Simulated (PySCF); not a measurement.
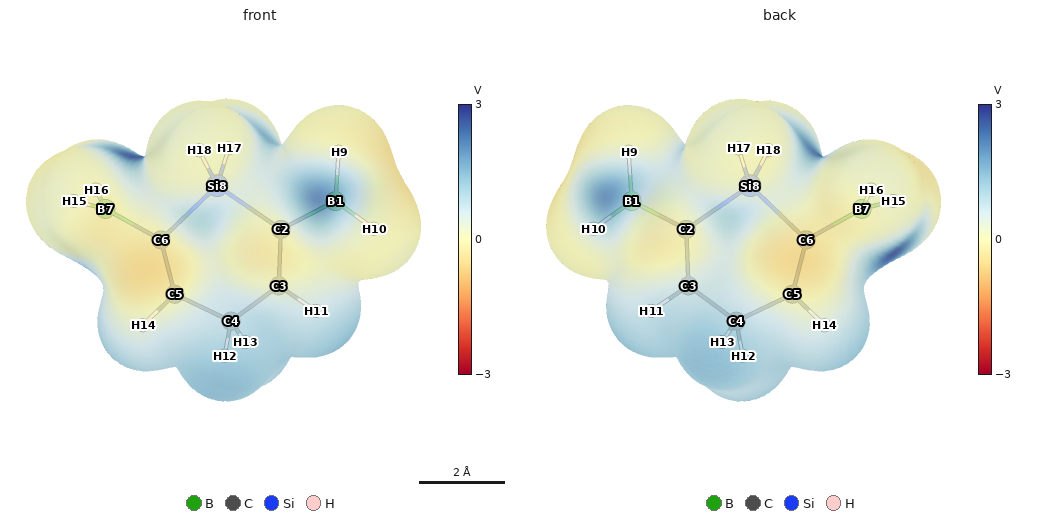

The picture shows: C$_{5}$H$_{10}$B$_{2}$Si (SMILES BC1=CCC=C(B)[SiH2]1). The molecular electrostatic potential painted on the density surface at 0.004 e/bohr³, seen from the front and from behind; red is negative and blue positive.

Geometry: GFN2-xTB.

Level of theory: wB97X-D/def2-SVPD, SCF density, gas phase in PySCF.

Input file:

```
{"job": {"kind": "uv", "xc": "wB97X-D", "basis": "def2-SVPD", "nstates": 8, "ntriplets": 3}, "charge": 0, "multiplicity": 1}
B      2.983300     0.091764    -0.323267
C      1.459965    -0.132243    -0.325184
C      0.963034    -1.381624    -0.274656
C     -0.461874    -1.815044    -0.286053
C     -1.550237    -0.786320    -0.218694
C     -1.446595     0.537956    -0.253025
B     -2.482055     1.651560    -0.181130
Si     0.273823     1.325798    -0.414197
H      3.414883     1.169844    -0.462611
H      3.713362    -0.813901    -0.187862
H      1.653856    -2.220704    -0.231522
H     -0.603898    -2.518592     0.545771
H     -0.616204    -2.416093    -1.194143
H     -2.536174    -1.238657    -0.139494
H     -2.799170     2.095865     0.855106
H     -2.896371     2.129346    -1.166646
H      0.401901     2.042898    -1.695439
H      0.519695     2.284465     0.676630
```

Launched as:

```sh
OMP_NUM_THREADS=1 python probes_run.py task.json out
```

**Describe the electrostatic potential map.**

The most negative region (about −0.6 V) lies over the π face of C5 and C6, the most positive (about +2.6 V) over B7.

**What dipole moment does the calculation give?**

Its dipole moment is 2.27 D.
